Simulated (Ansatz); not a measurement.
# CH₄SSi (SMILES CS[SiH]): what the fields show

Input

```
crystal:
  periodic: [false, false, false]
  atoms:
    - { symbol: C, position_ang: [-0.8138, 0.6434, -0.3067] }
    - { symbol: S, position_ang: [-0.1313, -0.3543, 0.9605] }
    - { symbol: Si, position_ang: [1.6287, -1.1128, 0.0323] }
    - { symbol: H, position_ang: [-1.7157, 1.136, 0.0578] }
    - { symbol: H, position_ang: [-0.1826, 1.4947, -0.6102] }
    - { symbol: H, position_ang: [-1.0985, 0.1139, -1.2098] }
    - { symbol: H, position_ang: [2.3744, -1.9888, 1.0304] }
basis:
  gaussian: { orbitals: def2-SVP }
hamiltonian:
  xc: b3lyp
  dispersion: d4
relax:
  f_tol: 0.015
  max_steps: 40
output:
  orbitals: {}
```

Run with:

```sh
ansatz run input.yaml --threads 1 --pin off --max-ram 2048MiB --backend cpu --events-out ev --progress --plain --runs-dir out
```

The fields are those of the relaxed geometry.

Level of theory: Ansatz 0.2.0, RKS B3LYP-D4/def2-SVP.

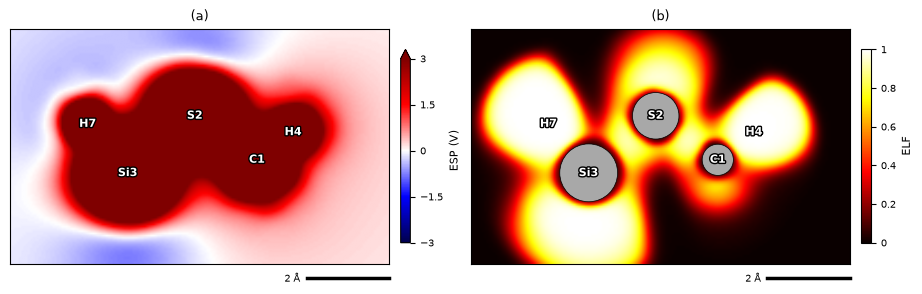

Figure 1. (a) molecular electrostatic potential; (b) ELF on the plane of atoms S2, Si3 and H7. Grey discs cover the atomic cores in the ELF map.

Question: Describe what can be read from this map.

Answer:
- Atoms in the plane: C, S, Si and H.
- C–S (1.84 Å): the ELF peaks at about 0.95 between the atoms (localised, covalent bonding).
- Si–S (2.13 Å): the ELF peaks at about 0.90 between the atoms, as expected for localised, covalent bonding.
- C–H (1.10 Å): the ELF climbs to about 1 towards the hydrogen, as it does in any bond to H: an ordinary covalent bond to hydrogen.
- Si–H (1.53 Å): the ELF climbs to about 1 towards the hydrogen.
- The ELF also peaks beside Si3 and S2, away from the bonds: lone-pair regions.
- Outside the dense part of the molecule the potential is most negative (−0.8 V) near Si3.

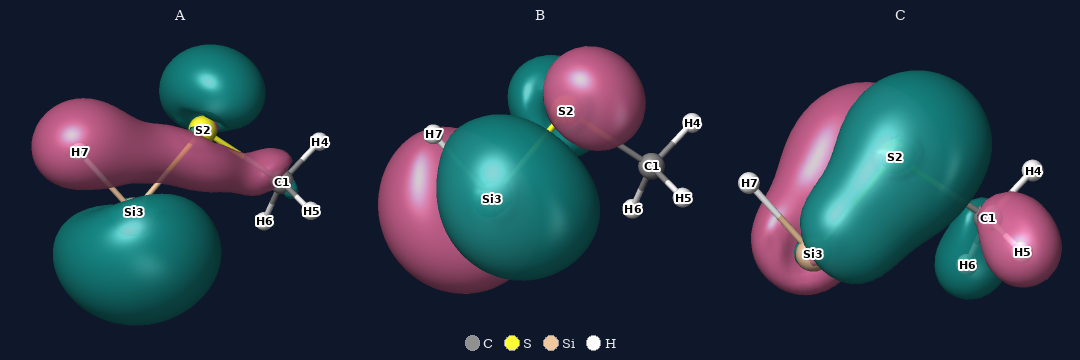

Figure 2. Three frontier orbitals at ±0.1 Å⁻³ᐟ² (teal and pink are the two phases), in no order.

Question: Order the three orbitals by energy and name them.

Answer: C is the HOMO−1 (−7.39 eV). It lies mainly on S2 (about 70 %), Si3 (about 20 %) and C1 (about 5 %). A is the HOMO (−6.41 eV). By Hirshfeld shares it lies mainly on Si3 (about 65 %), S2 (about 20 %) and H7 (about 10 %). B is the LUMO (−2.43 eV). By Hirshfeld shares it lies mainly on Si3 (about 75 %) and S2 (about 20 %).

Question: What is the HOMO–LUMO gap?

Answer: 3.98 eV between the orbital energies.
